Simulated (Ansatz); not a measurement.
**C3H6BFSi: density, localisation and related maps**

Input file:

```
crystal:
  periodic: [false, false, false]
  atoms:
    - {symbol: C, position_ang: [-0.383520, 1.126077, 1.131799]}
    - {symbol: C, position_ang: [0.777497, 0.593854, 1.628396]}
    - {symbol: C, position_ang: [1.799060, 1.654020, -0.548629]}
    - {symbol: B, position_ang: [1.957484, 0.590181, 0.602637]}
    - {symbol: F, position_ang: [-0.676865, 3.282300, -0.832833]}
    - {symbol: Si, position_ang: [-0.083549, 1.761476, -0.608602]}
    - {symbol: H, position_ang: [-0.713293, 0.917239, -1.679104]}
    - {symbol: H, position_ang: [-1.332797, 1.119787, 1.697874]}
    - {symbol: H, position_ang: [0.803087, 0.118750, 2.626779]}
    - {symbol: H, position_ang: [2.852340, -0.236883, 0.636761]}
    - {symbol: H, position_ang: [2.358836, 1.480573, -1.485946]}
    - {symbol: H, position_ang: [2.103209, 2.644652, -0.136157]}
basis:
  gaussian:
    orbitals: def2-SVPD
output: {forces: true, orbitals: {seedname: orbitals}}
hamiltonian:
  xc: {name: PBE0}
```

Command:

```sh
ansatz run input.yaml --threads 2 --pin off --max-ram 4350MiB --events-out events.jsonl --progress --plain --runs-dir runs
```

Geometry: PBE-D3(BJ)/def2-SVP.

Method: Ansatz 0.2.0, isolated molecule in a Gaussian basis; Kohn-Sham density functional theory, functional PBE0.

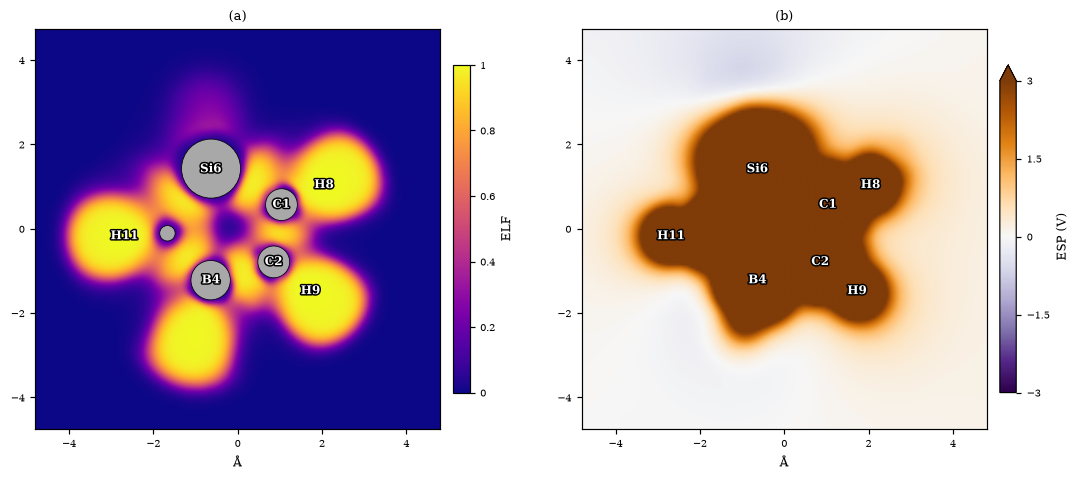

Figure 1. (a) electron localisation function; (b) electrostatic potential on the plane of atoms C2, C1 and H8. Grey discs cover the atomic cores in the ELF map.

Question: Interpret the plot.

Answer: The section cuts through C, B, Si and H sites.
C–C (1.37 Å): the ELF peaks at about 0.95 between the atoms: localised, covalent bonding.
C–B (1.56 Å): the ELF peaks at about 0.95 between the atoms, as expected for a shared electron pair.
C–Si (1.88 Å): the ELF peaks at about 0.95 between the atoms, as expected for a covalent bond.
C–H (1.11 Å): the ELF climbs to about 1 towards the hydrogen, as it does in any bond to H (a covalent bond by its length).
Outside the dense part of the molecule the potential is most negative (−0.6 V) near F5, which lies off the plane.

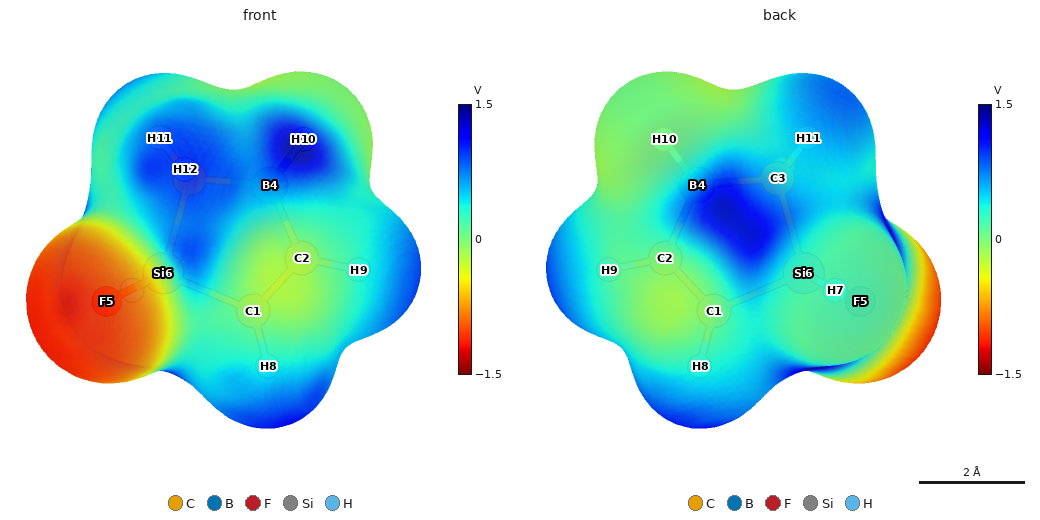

Figure 2. The molecular electrostatic potential painted on the density surface at 0.002 e/bohr³, seen from the front and from behind; the colour scale runs from red (negative) to blue (positive).

Question: Which sites attract a positive test charge, and which a negative one?

Answer: A positive charge is drawn to the negative regions and a negative charge to the positive ones. The most negative region (about −1.2 V) lies over F5, the most positive (about +1.3 V) over B4 and Si6.

Question: What dipole moment does the calculation give?

Answer: Its dipole moment is 1.42 D.

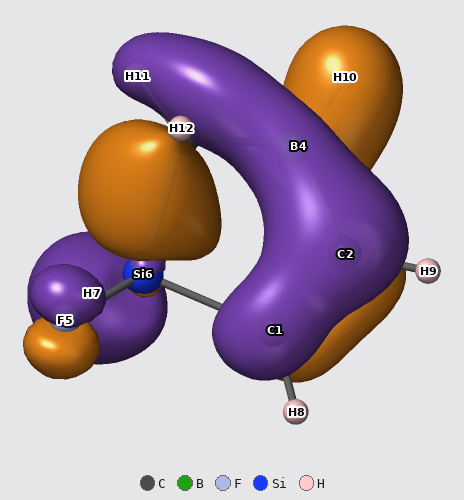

Figure 3. The HOMO−1 at ±0.1 Å⁻³ᐟ² (orange and purple are the two phases), seen across its widest extent.

Question: Where does this orbital lie, and at what energy?

Answer: Its weight (Hirshfeld) is mainly on C3 (about 20 %), C2 (about 15 %), Si6 (about 15 %), B4 (about 15 %), C1 (about 10 %) and H7 (about 10 %). Its energy is −8.69 eV.
